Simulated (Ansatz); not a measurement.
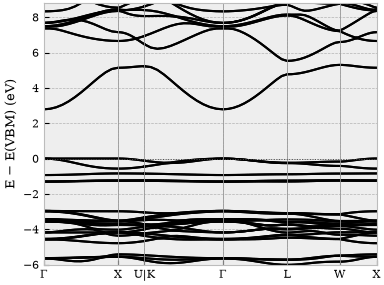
Band structure from the program Ansatz at the r²SCAN with spin–orbit coupling level (PAW)

Problem. Read off the gap and where the band edges lie.

Solution. About 2.8 eV (2.79 eV by a search for the band edges); maximum at X, minimum at Γ.

The material is K2GaAgF6 in space group Fm-3m (No. 225; K on 8c, Ga on 4a, Ag on 4b, F on 24e).

The first step of the workflow began from a Materials Project structure, measured or hypothetical; the Crystallography Open Database copy checked does not list it. Whether it is the stable phase at ambient conditions was not checked. The cell was relaxed with r²SCAN under the symmetry of its start; whether a distortion lowers the energy is not shown. No spin polarisation was allowed.

Potentials: the later of the program's two PAW sets.
